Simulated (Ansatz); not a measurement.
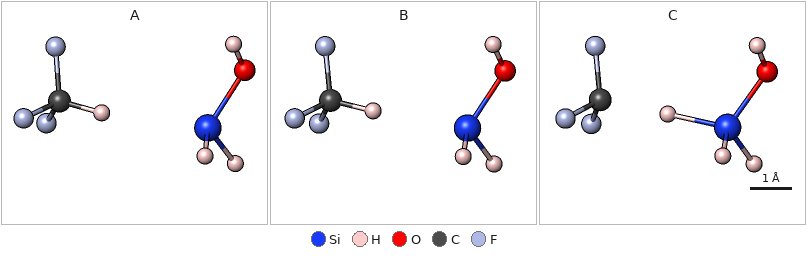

3 geometries from a converged minimum-energy path of CH$_{4}$F$_{3}$OSi (multiplicity 2), made up at the start of SiH₄O and CF3, shuffled. Style: ball-and-stick. Shown at a tilt.

Method: UKS PBE/def2-SVP (Ansatz). Settings: 5 movable images; climbing image; force threshold 0.03 eV/Å; iteration limit 60; starting path through a guess of the saddle point.

> Which of them lies highest in energy?

C. In order along the path, whose images run from 0 to 6: C (image 2, +1.2 kcal/mol), B (image 4, −15.5 kcal/mol), A (image 5, −16.6 kcal/mol). A hydrogen atom shifts from one atom to another. Breaking: H–Si (1.51 → 3.05 Å). Forming: C–H (2.78 → 1.12 Å).

Limits of the set-up: the start holds two separate molecules, 2.8 Å apart at their closest, whose relative position is a soft coordinate and is computed without a dispersion correction.

The run took 110 s on 4 threads of Intel(R) Xeon(R) Platinum 8259CL CPU @ 2.50GHz (Skylake/Cascade Lake), with other jobs on the host, peak memory 0.21 GiB.
